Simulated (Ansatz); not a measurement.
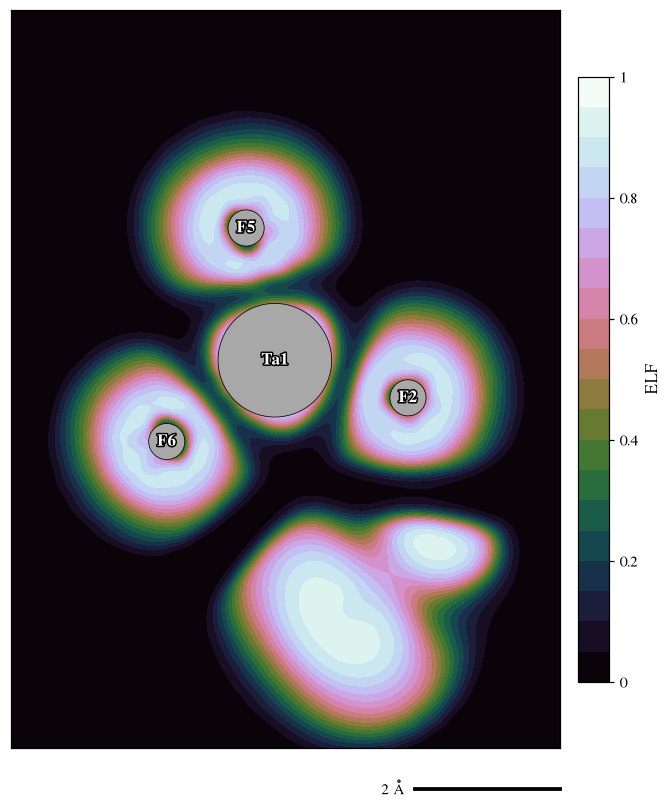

*F5Ta···HCl. ELF on the plane of atoms F5, Ta1 and F6. Grey discs cover the atomic cores.*

Core potentials replace the inner electrons of Ta; not at a stationary point (largest force 1.0 eV/Å).

These are results of Ansatz, RKS BLYP-D4/def2-SVP, not measurements.

```xyz
8

Ta   -0.1196    0.1634   -0.0282
F     1.7871    0.1385    0.1463
F    -0.2497    0.3914    1.8574
F     0.1125   -0.0538   -1.9049
F    -0.9550    1.8153   -0.3095
F    -1.2815   -1.3032    0.0146
Cl    1.6408   -2.7821    1.2665
H     2.3870   -1.6879    1.0458
```

Read the bonding off the picture.

The section cuts through Ta and F sites.
Ta–F (1.87 Å): the ELF peaks at about 0.80 in the valence shell of F, 0.5 Å from its nucleus, and drops to about 0.20 between the two atoms.
Ta–F (1.91 Å): the ELF peaks at about 0.85 in the valence shell of F, 0.6 Å from its nucleus, and drops to about 0.20 between the two atoms.
The ELF also peaks beside Cl7, away from the bonds: lone-pair regions.
